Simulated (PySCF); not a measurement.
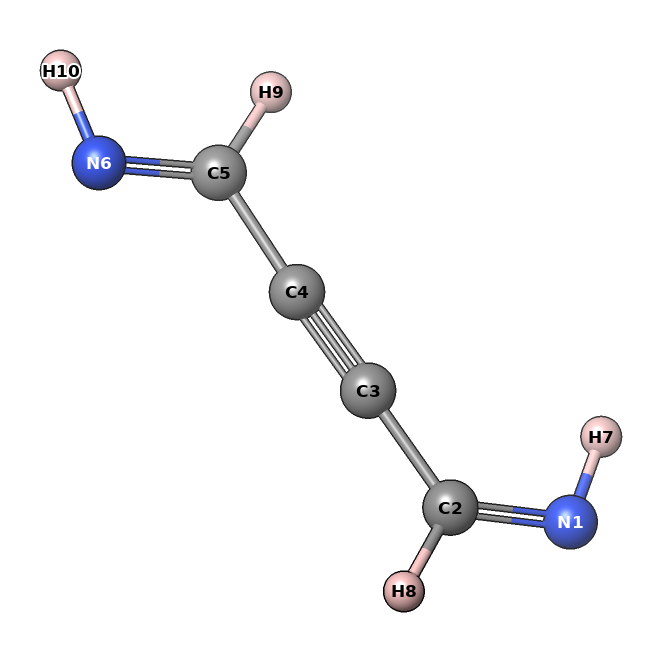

Atoms fade into the background with distance from the viewer. Computed geometry: PBE0-D3(BJ)/def2-SVP optimisation. No frequency run is at hand to confirm it as a minimum.

### Find the stereocentres and stereogenic double bonds.

Double bonds: N1=C2, C5=N6.

### Give the R/S and E/Z labels.

N1=C2: Z; C5=N6: E.
